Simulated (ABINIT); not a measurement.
# ZnSe (Stilleite): G0W0 in ABINIT against the bands in the self-energy, part 2 of 2

How does the gap of ZnSe (Stilleite) converge in the bands in the self-energy?

ABINIT 10.8.3; PBE and many-body steps on it, plane waves. Known limits of the many-body steps: not at the basis limit; exchange with frozen shells missing; no spin-orbit coupling; coarse k mesh.

So far. Step 2 (Screening, 4×4×4 mesh, 310 bands, screening to 272.1 eV): Local fields lower ε∞ by 6 %. On a Γ-centred mesh this coarse the value itself is usually too large, while a short band sum pulls it down.

## Step 6: 91 bands

Level of this step: G0W0 on PBE, plane waves, norm-conserving pseudopotentials (ABINIT).

The self-energy is evaluated for the states that the input lists, and the levels follow from it, in one-shot runs by the linearised quasiparticle equation.

run.abi

```
acell 3*1.0 Angstrom
rprim 
  -0.000000000000 2.833800000000 2.833800000000
  2.833800000000 0.000000000000 2.833800000000
  2.833800000000 2.833800000000 -0.000000000000
ntypat 2
znucl 30 34
natom 2
typat 1 2
xred 
  0.000000000000 0.000000000000 0.000000000000
  0.250000000000 0.250000000000 0.250000000000
pp_dirpath "pseudos"
pseudos "Zn.upf, Se.upf"
ecut 39
ngkpt 4 4 4
nshiftk 1
shiftk 0 0 0
kptopt 1
chksymbreak 0
istwfk *1
occopt 1
irdwfk 1
optdriver 4
nband 91
gwcalctyp 0
ecutsigx 39
symsigma 1
nkptgw 1
kptgw 
  0.0000000000 0.0000000000 0.0000000000
bdgw 
  16 22
ecuteps 10
irdscr 1
ppmodel 1
indata_prefix "in"
outdata_prefix "out"
tmpdata_prefix "tmp"
```

Run with:

```console
> OMP_NUM_THREADS=1 mpirun -n 8 abinit run.abi > log
```

Output:

```text
.Version 10.8.3 of ABINIT. v10.8.2 released Aug 2026.

 Symmetries : space group F-4 3 m (#216); Bravais cF (face-center cubic)
[... echo of the input left out ...]
== DATASET  1 ==================================================================
-   mpi_nproc: 8, omp_nthreads: 1 (-1 if OMP is not activated)

--- !DatasetInfo
iteration_state: {dtset: 1, }
dimensions: {natom: 2, nkpt: 8, mband: 91, nsppol: 1, nspinor: 1, nspden: 1, mpw: 3591, }
cutoff_energies: {ecut:  39.0, pawecutdg:  -1.0, }
[...]
20   9.220 -10.891  -5.994  -4.375   0.816  -0.225 -10.465   0.426   9.645
       21   9.220 -10.891  -5.994  -4.375   0.816  -0.225 -10.465   0.426   9.645
       22   9.220 -10.891  -5.994  -4.375   0.816  -0.225 -10.465   0.426   9.645

== END DATASET(S) ==============================================================
================================================================================

 -outvars: echo values of variables after computation  --------
           etotal      0.0000000000E+00
            nband          91
             nkpt           8
          spgroup         216
 [... the other variables as echoed above ...]

 Calculation completed.
```

The job ended after 8.4 s (8 MPI ranks of Intel Xeon Platinum 8488C (Sapphire Rapids), shared host; peak memory 1.9 GiB; 65 s of CPU time).

Numbers from this step:

| Item | Value |
| --- | --- |
| G0W0 gap on the points computed | 2.464 eV |
| starting gap on the mesh | 1.288 eV |
| k of the valence top | 0, 0, 0 |
| k of the conduction bottom | 0, 0, 0 |
| least direct G0W0 gap on the computed points | 2.464 eV |

The gap on the mesh goes from 1.29 eV to 2.46 eV, a correction of +1.18 eV.

## Step 7: 189 bands

run.abi: that of step 6 with these lines changed.

```diff
@@ -24,3 +24,3 @@
 optdriver 4
-nband 91
+nband 189
 gwcalctyp 0
```

Output:

```text
.Version 10.8.3 of ABINIT. v10.8.2 released Aug 2026.

 Symmetries : space group F-4 3 m (#216); Bravais cF (face-center cubic)
[... echo of the input left out ...]
== DATASET  1 ==================================================================
-   mpi_nproc: 8, omp_nthreads: 1 (-1 if OMP is not activated)

--- !DatasetInfo
iteration_state: {dtset: 1, }
dimensions: {natom: 2, nkpt: 8, mband: 189, nsppol: 1, nspinor: 1, nspden: 1, mpw: 3591, }
cutoff_energies: {ecut:  39.0, pawecutdg:  -1.0, }
[...]
20   9.220 -10.891  -5.994  -4.536   0.815  -0.226 -10.597   0.294   9.514
       21   9.220 -10.891  -5.994  -4.536   0.815  -0.226 -10.597   0.294   9.514
       22   9.220 -10.891  -5.994  -4.536   0.815  -0.226 -10.597   0.294   9.514

== END DATASET(S) ==============================================================
================================================================================

 -outvars: echo values of variables after computation  --------
           etotal      0.0000000000E+00
            nband         189
             nkpt           8
          spgroup         216
 [... the other variables as echoed above ...]

 Calculation completed.
```

Wall time 14 s (8 MPI ranks); peak memory 2.4 GiB.

Numbers from this step:

```
G0W0 gap on the points computed              : 2.488 eV
starting gap on the mesh                     : 1.288 eV
k of the valence top                         : 0, 0, 0
k of the conduction bottom                   : 0, 0, 0
least direct G0W0 gap on the computed points : 2.488 eV
```

Against the run before, the gap moves by +0.024 eV.

## Step 8: 310 bands

run.abi: that of step 7 with these lines changed.

```diff
@@ -24,3 +24,3 @@
 optdriver 4
-nband 189
+nband 310
 gwcalctyp 0
```

Output:

```text
.Version 10.8.3 of ABINIT. v10.8.2 released Aug 2026.

 Symmetries : space group F-4 3 m (#216); Bravais cF (face-center cubic)
[... echo of the input left out ...]
== DATASET  1 ==================================================================
-   mpi_nproc: 8, omp_nthreads: 1 (-1 if OMP is not activated)

--- !DatasetInfo
iteration_state: {dtset: 1, }
dimensions: {natom: 2, nkpt: 8, mband: 310, nsppol: 1, nspinor: 1, nspden: 1, mpw: 3591, }
cutoff_energies: {ecut:  39.0, pawecutdg:  -1.0, }
[...]
20   9.220 -10.891  -5.994  -4.581   0.815  -0.227 -10.634   0.257   9.477
       21   9.220 -10.891  -5.994  -4.581   0.815  -0.227 -10.634   0.257   9.477
       22   9.220 -10.891  -5.994  -4.581   0.815  -0.227 -10.634   0.257   9.477

== END DATASET(S) ==============================================================
================================================================================

 -outvars: echo values of variables after computation  --------
           etotal      0.0000000000E+00
            nband         310
             nkpt           8
          spgroup         216
 [... the other variables as echoed above ...]

 Calculation completed.
```

The job ended after 20 s (8 MPI ranks; peak memory 2.9 GiB; 2.6 min of CPU time).

This step gave:

| Property | Result |
| --- | --- |
| G0W0 gap on the points computed | 2.504 eV |
| starting gap on the mesh | 1.288 eV |
| k of the valence top | 0, 0, 0 |
| k of the conduction bottom | 0, 0, 0 |
| least direct G0W0 gap on the computed points | 2.504 eV |

Against the run before, the gap moves by +0.016 eV.

## Step 9: The runs together

Times are wall times on 8 MPI ranks of Intel Xeon Platinum 8488C (Sapphire Rapids), shared host, good to a factor of about two. A run's time includes the screening step that it read.

```csv
run,mesh,bands,screening cutoff (eV),DFT gap (eV),gap on the mesh (eV),direct (eV),ε∞ used,time
26 bands,4×4×4,26,272.1,1.288,2.380,2.380,14.07,93 s
27 bands,4×4×4,27,272.1,1.288,2.391,2.391,14.07,93 s
44 bands,4×4×4,44,272.1,1.288,2.436,2.436,14.07,95 s
91 bands,4×4×4,91,272.1,1.288,2.464,2.464,14.07,97 s
189 bands,4×4×4,189,272.1,1.288,2.488,2.488,14.07,1.7 min
310 bands,4×4×4,310,272.1,1.288,2.504,2.504,14.07,1.8 min
```

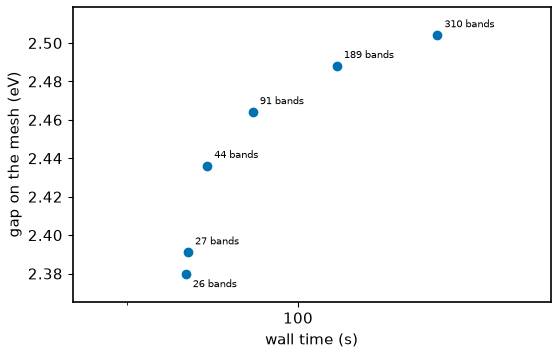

Result against wall time.

## Step 10: Results

```
26 bands     : 2.380 eV
27 bands     : 2.391 eV
44 bands     : 2.436 eV
91 bands     : 2.464 eV
189 bands    : 2.488 eV
310 bands    : 2.504 eV
known limits : not at the basis limit; exchange with frozen shells missing; no spin-orbit coupling; coarse k mesh
```

The setting moved: bands in the self-energy. From 26 bands to 310 bands the gap moves by +0.12 eV. The last step still moves it by +0.016 eV. Bands and screening cutoff are coupled, so a series along one setting does not show full convergence. Bands and cutoff are finite, so the gap is not at the basis limit. The miss can reach some tenths of an eV and take either sign; the mesh is an error of its own. In the G0W0 runs levels were corrected at 1 k point alone, so a gap called «on the mesh» is the least over those, and an edge elsewhere would be missed. The 4×4×4 mesh is coarse for this cell, which bears on the long-range parts of exchange and screening. The norm-conserving file of at least one element keeps a d shell over frozen s and p shells of the same row. Exchange with those shells is missing from the self-energy, an error of 0.3 to 0.9 eV in cases checked, whose sign depends on which edge lies on those atoms. The many-body steps are scalar-relativistic: spin-orbit coupling is not in them.

[Paths, hosts, dates, memory and timing lines, banners, echoed tables and standing remarks are left out of the program output.]

[Logs are printed without paths, hosts, clocks, repeated set-up lines and the standing remarks that a program may print on its own settings, such as how far it seeks lower states.]

[Runs of the session that timed out or met a known fault of the program may be left out.]

[Hosts, paths, dates, database ids (printed as entryN), source tags and the programs' standing remarks are cut or masked in the printed files.]

[G0W0 gaps are taken among the corrected bands and points alone; a level outside them can change the order at an edge.]

[Where Ansatz stands beside ABINIT at settings called matched, ABINIT's density can come from a denser mesh and the files from another edition; pairs whose starting gaps differed by over 0.03 eV were left out, so agreement reads better than it is.]
